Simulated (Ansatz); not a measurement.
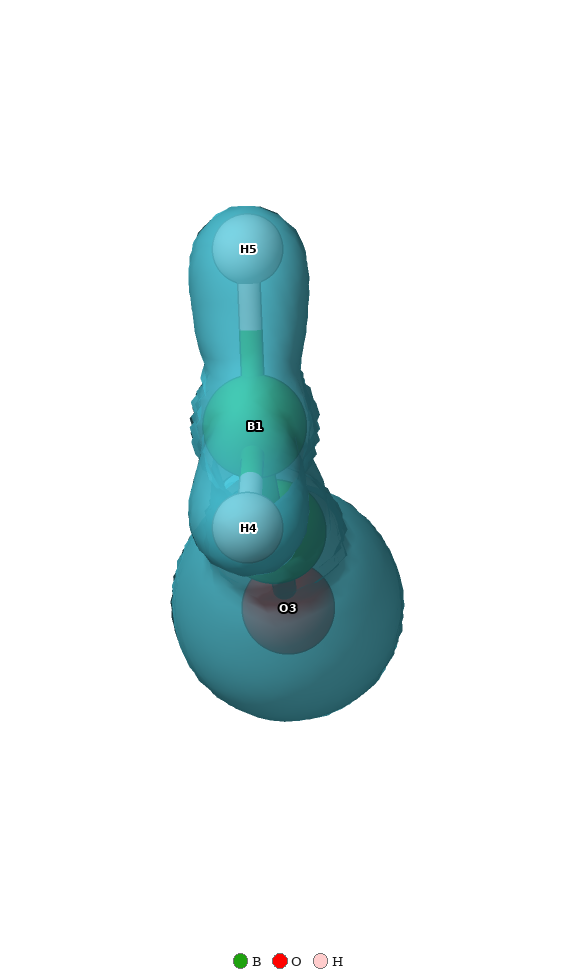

B$_{2}$H$_{2}$O (SMILES BB=O). Isosurface of the electron density at 0.8 e/Å³ (cyan), seen at an oblique angle.

Geometry: r2SCAN-D4/def2-TZVP.

Computed with Ansatz, isolated molecule in a Gaussian basis; Kohn-Sham density functional theory, functional PBE0.

```xyz
5

B     0.4374    0.3513   -0.6911
B    -0.2215   -0.8552    0.2488
O    -0.6994   -1.7306    0.9310
H     1.4190    0.1473   -1.3329
H    -0.0671    1.4288   -0.7299
```

Question: How is the density connected at this value?

Answer: At this value the surface is in one piece. It bridges the sampled B–O (1.21 Å), B–B (1.67 Å) and B–H (1.19 Å) contacts, where the density stays above the isovalue. On the grid the lowest density along these lines, outside the cores, is 2.5 e/Å³ (B–O, 1.21 Å), 1.1 e/Å³ (B–B, 1.67 Å) and 1.3 e/Å³ (B–H, 1.19 Å).
